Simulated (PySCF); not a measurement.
SMILES OB(O)[SiH2][SiH2][SiH3], GFN2-xTB optimised geometry. Atoms within 1.6 Å of the plane z = 1.2 Å (x, y, z in Å): B2 (1.31, -2.18, 0.00), O3 (1.97, -2.21, 1.18), Si4 (-0.65, -2.18, 0.00), Si5 (-1.52, -0.01, 0.00), H8 (2.93, -2.17, 1.17), H10 (-1.24, -2.92, 1.13), H12 (-1.58, 0.53, 1.37).

Level of theory: PBE0/def2-TZVP run with PySCF. Cells within 0.4 Å of a nucleus heavier than hydrogen are left out (blank, or x).

Map of the log10 of the electron density (e/bohr³), floored at −4 on the plane z = 1.2 Å:

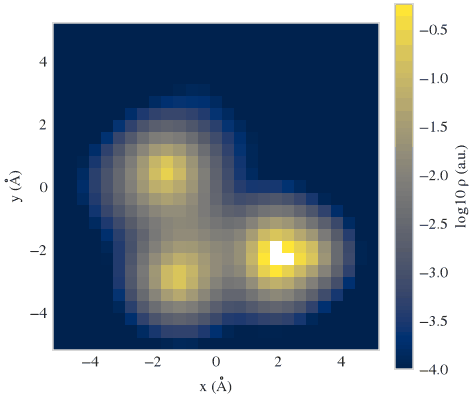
Figure. Log10 of the electron density (e/bohr³), floored at −4 on the plane z = 1.2 Å.
